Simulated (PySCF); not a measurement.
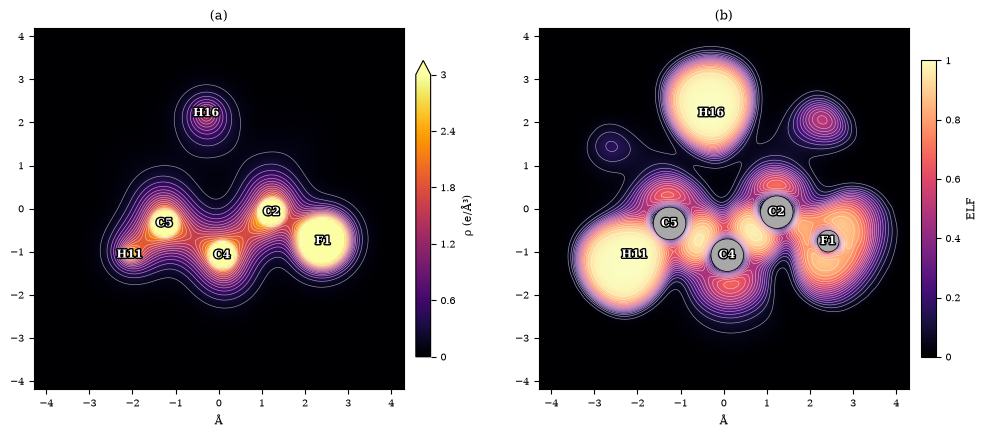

*C6H10F2 (SMILES FC1(F)CCCCC1). (a) total electron density; (b) electron localisation function on the plane of atoms C2, C4 and C5. Grey discs cover the atomic cores in the ELF map.*

Geometry: GFN2-xTB.

The calculation used wB97X-D/pcSseg-1, SCF density, in a cyclohexane solvent model, non-relativistic in PySCF.

```xyz
18

F    -2.6326    0.5929   -0.2345
C    -1.3599    0.3644    0.2229
F    -1.4373    0.6093    1.5672
C    -0.3985    1.3485   -0.4281
C     1.0336    1.0581    0.0142
C     1.4092   -0.3880   -0.2968
C     0.4571   -1.3426    0.4182
C    -0.9843   -1.0907   -0.0176
H    -0.6947    2.3613   -0.1491
H    -0.4979    1.2439   -1.5099
H     1.7139    1.7443   -0.4920
H     1.1161    1.2303    1.0892
H     2.4338   -0.5798    0.0252
H     1.3575   -0.5571   -1.3749
H     0.7240   -2.3778    0.2019
H     0.5347   -1.1908    1.4967
H    -1.1073   -1.2940   -1.0828
H    -1.6760   -1.7259    0.5386
```

Interpret the plot.

Answer.
- The plane passes through F, C and H nuclei.
- C–F (1.37 Å): ρ is about 2.2 e/Å³ halfway, with its minimum of 1.7 e/Å³ about 0.5 Å from C; the ELF peaks at about 0.85 between the atoms; a polar covalent bond.
- C–C (1.52 Å): the density is about 1.8 e/Å³ at the midpoint; the ELF peaks at about 0.95 between the atoms (a shared electron pair).
- C–H (1.09 Å): ρ at the midpoint is about 2 e/Å³; the ELF climbs to about 1 towards the hydrogen, as it does in any bond to H: a covalent bond by its length.
- The ELF also peaks beside F1, away from the bonds: lone-pair regions.
